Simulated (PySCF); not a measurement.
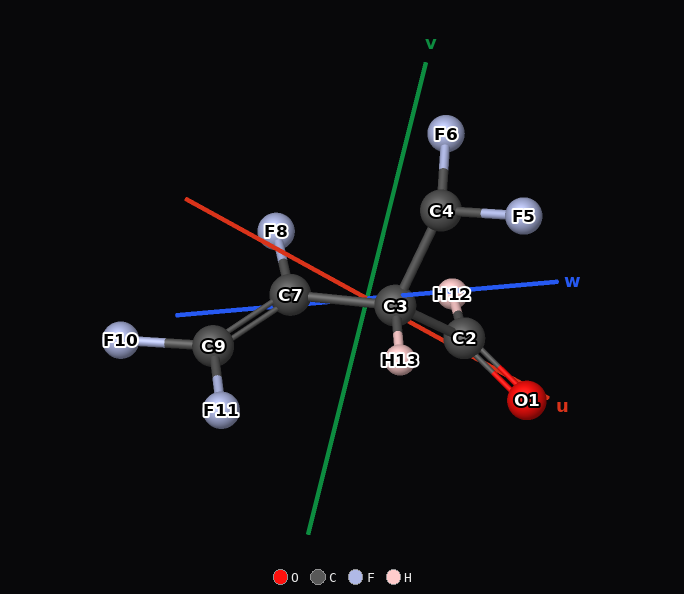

The lines u, v and w are the principal axes of the g tensor. The species is neutral and a spin doublet. The computed structure is the end point of a GFN2-xTB optimisation. No frequency run is at hand to confirm it as a minimum. Method: UKS B3LYP, pcH-1 on C F H O, non-relativistic, mean-field spin-orbit, GIAO (PySCF 2.14.0).

### Along which axis does g lie farthest from the free-electron value?

Along w: the shift is 2534 ppm.

Give the principal values and shifts.

```csv
axis,g,shift (ppm)
u,2.00217,−153
v,2.00456,2243
w,2.00485,2534
```
